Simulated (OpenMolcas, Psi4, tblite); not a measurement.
# C2H5Cl (SMILES CCCl): methods side by side

The species is C2H5Cl (8 atoms), meant as a singlet with charge 0. SMILES: `CCCl`. The shape is that of a PBE0-D4/def2-TZVP optimisation.

Each level gives the dipole moment (D). The values are calculated.

**What was measured.** NIST CCCBDB gives the dipole moment of the gas as 2.05 D.

```tsv
level	kind	program	value (D)	computed − measured	CPU time
IPEA1-xTB	semi-empirical	tblite	3.10	+1.05	under 2 s
GFN1-xTB	semi-empirical	tblite	2.12	+0.07	under 2 s
HF/6-311+G**	Hartree–Fock	OpenMolcas	2.39	+0.34	10 s
SVWN5/6-311+G**	LDA	OpenMolcas	2.15	+0.10	22 s
revPBE/6-311+G**	GGA	OpenMolcas	2.12	+0.07	33 s
r2SCAN/6-311+G**	meta-GGA	OpenMolcas	2.22	+0.17	39 s
BHLYP/6-311+G**	global hybrid	OpenMolcas	2.26	+0.21	32 s
wB97X/6-311+G**	range-separated hybrid	Psi4	2.24	+0.19	19 s
```

Nearest: GFN1-xTB (+0.07 D), revPBE/6-311+G** (+0.07 D); farthest: IPEA1-xTB (+1.05 D). The measured dipole is a vibrational average, so differences of a few hundredths of a debye mean little. Computed less measured by kind, in D (of the ab initio rows, those in 6-311+G**): semi-empirical +0.07 to +1.05; Hartree–Fock +0.34; LDA +0.10; GGA +0.07; meta-GGA +0.17; global hybrid +0.21; range-separated hybrid +0.19. Magnitudes only. Times are those of the runs behind each value, whatever else they computed, on shared processors of several kinds: orders of magnitude only.

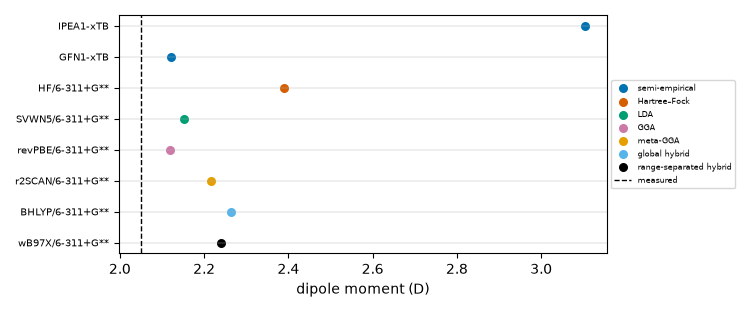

The values of the table, level by level.
